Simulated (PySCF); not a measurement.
C₂H₆Cl₂Si, SMILES `C[Si](C)(Cl)Cl`.

PySCF calculation, ωB97X/def2-TZVP, gas phase; geometry: GFN2-xTB. No frequency check shows the geometry to be a minimum. GFN2-xTB bond lengths at metals and heavier atoms can be off by up to 0.1 Å and shapes distorted, which carries into these values.

Input script:

```python
import numpy as np
from pyscf import gto, scf, dft
from pyscf.scf import atom_ks, atom_hf
from scipy.linalg import block_diag

def solve(mol, dm0=None, hcore=None):
    mf = (dft.UKS if mol.spin else dft.RKS)(mol, xc='wb97x')
    mf.grids.level = 3
    mf = mf.density_fit(auxbasis='def2-universal-jkfit')
    mf.conv_tol, mf.max_cycle = 1e-8, 80
    if hcore is not None:
        mf.get_hcore = lambda *args: hcore
    mf.kernel(dm0)
    if not mf.converged:
        mf = mf.newton().run(mf.mo_coeff, mf.mo_occ, max_cycle=30)
    assert mf.converged, 'SCF not converged'
    return mf

mol = gto.M(atom='''
C     -0.00473    -1.36106    -1.58168
Si     0.00010    -0.30508    -0.00026
C      0.00540    -1.36275     1.57989
Cl    -1.64886     0.88468     0.00404
Cl     1.64840     0.88551    -0.00344
H     -0.88172    -1.99973    -1.62681
H     -0.01791    -0.73753    -2.47193
H      0.87229    -2.00323    -1.62736
H      0.01826    -0.74015     2.47081
H      0.88272    -2.00102     1.62434
H     -0.87127    -1.99752     1.63504
''', basis='def2-tzvp', charge=0, spin=0, verbose=4)
mf = solve(mol)
out = dict(e0=mf.e_tot, dm0=mf.make_rdm1(), c=mf.mo_coeff, occ=mf.mo_occ, eps=mf.mo_energy)
for name, dq, spin in [('cation', 1, 1)]:
    ion = mol.copy().set(charge=mol.charge + dq, spin=spin).build()
    mi = solve(ion)
    if spin and dq > 0 and mol.nao < 130:
        c, _, stable, _ = mi.stability(return_status=True)
        if not stable:
            mi = solve(ion, mi.make_rdm1(c, mi.mo_occ))
    print(name, 'vertical energy change / eV', (mi.e_tot - mf.e_tot) * 27.211386)
    out.update({'e_' + name: mi.e_tot, 'dm_' + name: mi.make_rdm1(), 's2_' + name: mi.spin_square()[0], 'eps_' + name: mi.mo_energy, 'occ_' + name: mi.mo_occ})
# spherically averaged free atoms, for the promolecule
atm = atom_ks.get_atm_nrks(mol, xc='wb97x')
pro = block_diag(*[(atm[a[0]][2] * atm[a[0]][3]) @ atm[a[0]][2].T for a in mol._atom])
np.savez('result.npz', pro=pro, **out)
```

Run with:

```sh
OMP_NUM_THREADS=1 python input.py
```

The run took 89 s on 1 thread of Intel(R) Xeon(R) Platinum 8259CL CPU @ 2.50GHz (Skylake/Cascade Lake) (shared host), peak memory 1.1 GiB.

Partitions, critical points and surface values were worked out afterwards from this run's density.

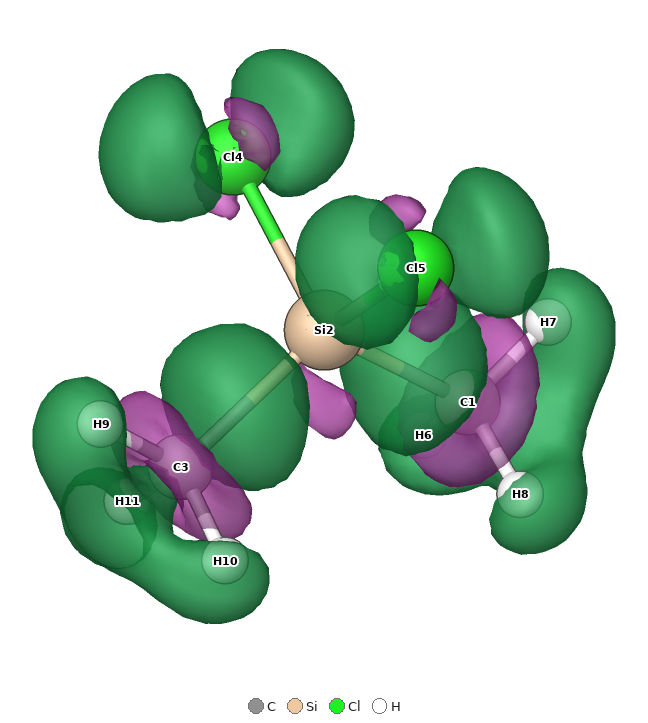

Fukui function f⁻ = ρ(N) − ρ(N−1) at fixed geometry, surfaces at ±0.02 e/Å³ (green positive, purple negative).

Which atoms respond most to the removal of an electron?

Answer. f⁻ (Hirshfeld-condensed) is largest on Cl4 and Cl5 (0.19 each) and C1 and C3 (0.11 each); the vertical ionisation energy is 10.83 eV (the stability of the cation's solution wasn't checked). Condensed values hint at sites of electrophilic attack but needn't mark the atom that reacts. Orbital relaxation makes it negative in places (0.21 e in all).

```csv
atom,f⁻,charge
C1,+0.12,−0.23
Si2,+0.08,+0.40
C3,+0.11,−0.23
Cl4,+0.19,−0.12
Cl5,+0.19,−0.12
H6,+0.05,+0.05
H7,+0.05,+0.05
H8,+0.05,+0.05
H9,+0.05,+0.05
H10,+0.05,+0.05
H11,+0.05,+0.05
```
